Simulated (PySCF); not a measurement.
## C$_{3}$H$_{14}$N$_{2}$SSi$_{2}$: NMR shielding calculation

- system: C$_{3}$H$_{14}$N$_{2}$SSi$_{2}$
- method: GIAO PBE0/pcSseg-1 NMR shielding, non-relativistic, gas phase (PySCF 2.14.0)

The geometry comes from this level: GFN2-xTB. It belongs to a series of runs on one base structure; here: constitutional isomer. Figures and captions count atoms from 1; the log counts them from 0 in places.

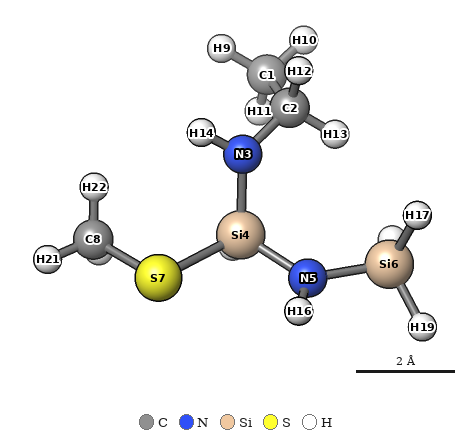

Fig. 1: The input geometry (ball-and-stick view, seen at a tilt; atoms are numbered from 1 in the order of the input).

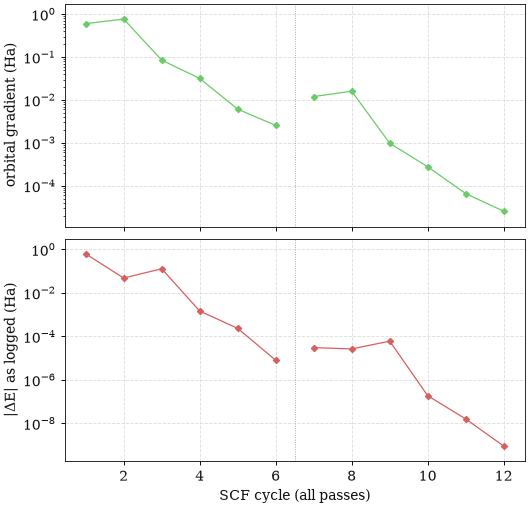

Fig. 2: Convergence of the self-consistent field: orbital gradient and size of the energy change against the SCF cycle. The dotted line marks the change from a coarse to the final integration grid. The first 6 cycles use a coarse grid, the final grid takes over at cycle 7, and the field converges after 12 cycles in all.

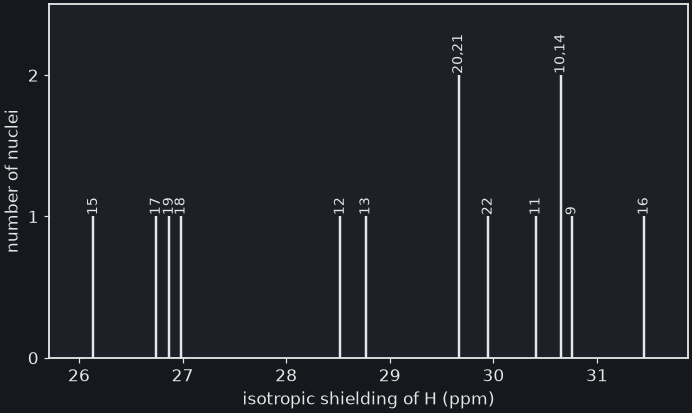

Fig. 3: Isotropic shieldings of the hydrogen nuclei in this fixed geometry, labelled by atom number; shielding grows to the right, so chemical shift grows to the left. The least shielded is H15 (26.1 ppm), the most shielded H16 (31.5 ppm).

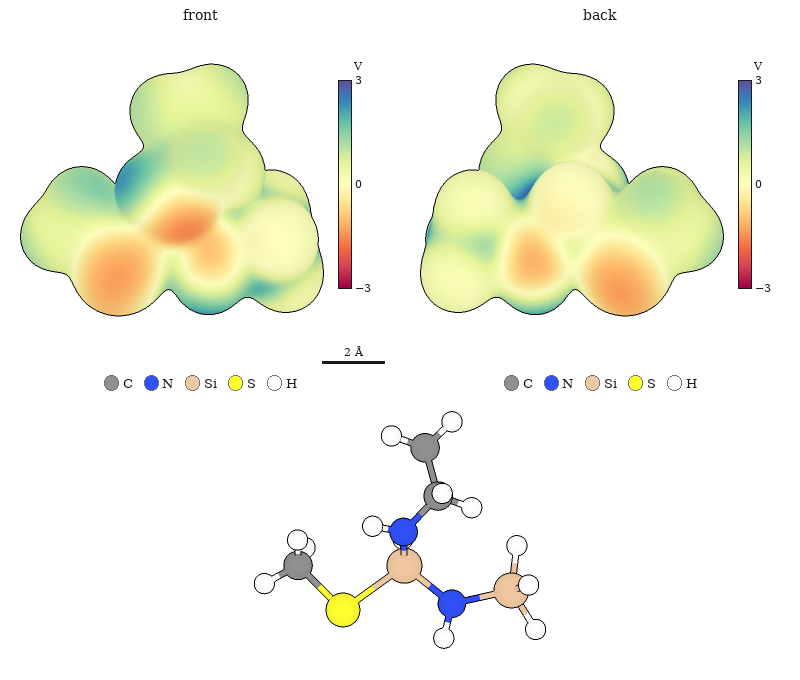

Fig. 4: The electrostatic potential painted on the density surface at 0.004 e/bohr³, seen at a tilt and from behind; the colour scale runs from red (negative) to blue (positive). The bare structure is drawn below in the same view.

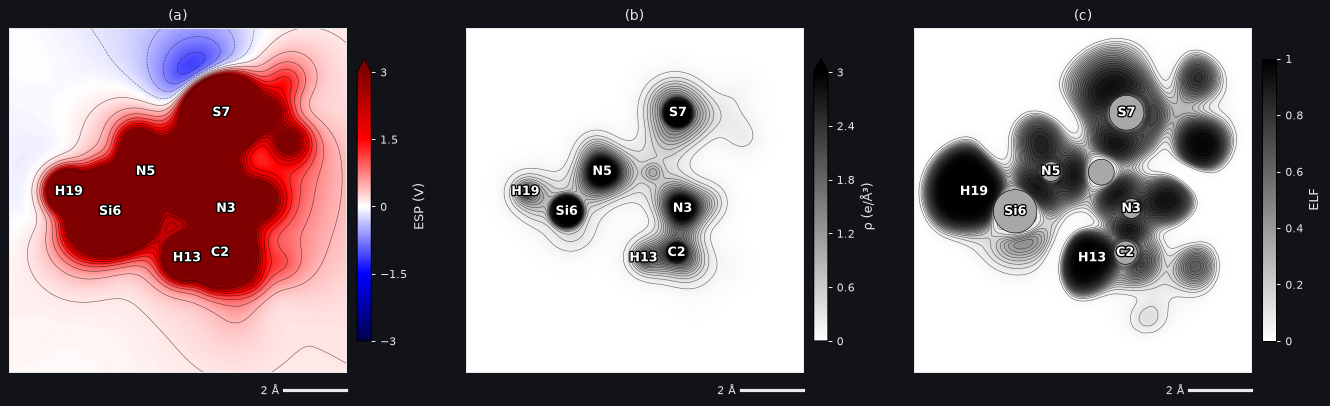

Fig. 5: (a) electrostatic potential; (b) total electron density; (c) electron localisation function on the plane of atoms N5, Si6 and H19. Grey discs, where drawn, cover atomic cores. The section cuts through C, N, Si, S and H sites.

The input that produced these results follows, with the program's output.

## The input
```
{"job": {"kind": "nmr", "xc": "PBE0", "basis": "pcSseg-1"}, "charge": 0, "multiplicity": 1}
C      2.315067     0.104593     1.335477
C      1.658487     0.805441     0.148868
N      0.792221    -0.066622    -0.607603
Si    -0.866567    -0.303776    -0.256009
N     -1.821464     1.102085    -0.520256
Si    -1.663583     2.665496     0.198896
S     -1.593447    -1.767391    -1.644591
C     -0.757079    -3.236240    -0.979023
H      2.918308    -0.734865     0.994752
H      2.956416     0.795221     1.876661
H      1.551999    -0.270526     2.012688
H      2.431649     1.204083    -0.516852
H      1.048055     1.637672     0.502726
H      1.305647    -0.791681    -1.086846
H     -1.145294    -0.799022     1.096948
H     -2.456656     1.047270    -1.299449
H     -0.669742     3.486105    -0.503085
H     -1.222074     2.438494     1.575014
H     -2.985733     3.285342     0.133393
H     -1.037673    -3.375544     0.059954
H     -1.087539    -4.084529    -1.568493
H      0.318592    -3.122221    -1.068433
```

The first line tells a small driver script what to run in PySCF; the rest is the geometry in Å.

Command:
```bash
OMP_NUM_THREADS=1 python <driver script> task.json out
```

## Output
```
coarse grid: 18936 points
cycle   1  E = -1208.6592633920  dE =  6.239e-01  |g| = 6.011e-01  |ddm| = 4.138e+00
cycle   2  E = -1208.6109100676  dE =  4.835e-02  |g| = 7.689e-01  |ddm| = 1.265e+00
cycle   3  E = -1208.7398531531  dE = -1.289e-01  |g| = 8.479e-02  |ddm| = 7.793e-01
cycle   4  E = -1208.7413231451  dE = -1.470e-03  |g| = 3.181e-02  |ddm| = 1.108e-01
cycle   5  E = -1208.7415572585  dE = -2.341e-04  |g| = 6.105e-03  |ddm| = 3.438e-02
cycle   6  E = -1208.7415652458  dE = -7.987e-06  |g| = 2.554e-03  |ddm| = 9.128e-03
final grid: 166416 points
cycle   7  E = -1208.7845788448  dE = -3.060e-05  |g| = 1.201e-02  |ddm| = 3.034e-02
cycle   8  E = -1208.7845523435  dE =  2.650e-05  |g| = 1.600e-02  |ddm| = 2.486e-02
cycle   9  E = -1208.7846129009  dE = -6.056e-05  |g| = 9.801e-04  |ddm| = 1.470e-02
cycle  10  E = -1208.7846130885  dE = -1.876e-07  |g| = 2.774e-04  |ddm| = 9.736e-04
cycle  11  E = -1208.7846131045  dE = -1.598e-08  |g| = 6.575e-05  |ddm| = 2.750e-04
cycle  12  E = -1208.7846131054  dE = -9.040e-10  |g| = 2.548e-05  |ddm| = 8.512e-05
converged SCF energy = -1208.7846131054

GIAO shielding tensors (ppm)
atom      isotropic    diamagn.    paramagn.     s11        s22        s33       span
  0 C      164.056     248.733     -84.677    144.584    161.579    186.004     41.420
  1 C      145.727     244.442     -98.715    121.688    148.422    167.072     45.385
  2 N      200.355     328.790    -128.435    187.486    193.769    219.810     32.324
  3 Si     369.945     882.643    -512.698    341.339    369.987    398.510     57.170
  4 N      246.684     326.788     -80.104    215.228    239.204    285.621     70.393
  5 Si     407.331     879.472    -472.141    367.927    390.269    463.799     95.872
  6 S      686.245    1060.702    -374.457    602.252    635.479    821.005    218.753
  7 C      174.228     251.820     -77.592    164.646    167.294    190.743     26.098
  8 H       30.758      30.299       0.459     27.295     29.036     35.943      8.648
  9 H       30.641      28.582       2.059     26.223     27.450     38.249     12.026
 10 H       30.410      31.647      -1.237     26.605     30.206     34.420      7.814
 11 H       28.522      30.224      -1.702     22.660     27.802     35.104     12.445
 12 H       28.768      33.287      -4.519     22.750     30.404     33.151     10.401
 13 H       30.660      36.624      -5.964     22.164     31.841     37.975     15.812
 14 H       26.140      32.675      -6.535     23.570     24.331     30.519      6.949
 15 H       31.454      32.188      -0.734     21.678     30.728     41.957     20.279
 16 H       26.746      29.463      -2.717     22.854     25.153     32.230      9.375
 17 H       26.984      30.376      -3.392     24.014     25.830     31.109      7.095
 18 H       26.871      27.985      -1.113     22.755     24.836     33.022     10.267
 19 H       29.641      31.003      -1.362     24.409     27.418     37.096     12.687
 20 H       29.686      28.604       1.082     23.754     26.673     38.633     14.879
 21 H       29.949      32.535      -2.586     23.408     29.397     37.042     13.634
```

## Results in brief

- outcome: converged
- total energy: −1208.784613 hartree
- HOMO: −6.72 eV
- LUMO: 0.08 eV
- dipole moment: 1.98 D
- isotropic shielding, C: 145.7 to 174.2 ppm
- isotropic shielding, N: 200.4 to 246.7 ppm
- isotropic shielding, Si: 369.9 to 407.3 ppm
- isotropic shielding, S: 686.2 ppm
- isotropic shielding, H: 26.1 to 31.5 ppm
- hardware: 1 CPU thread, shared host
- wall time: 2.8 min
- peak memory: 1.1 GiB
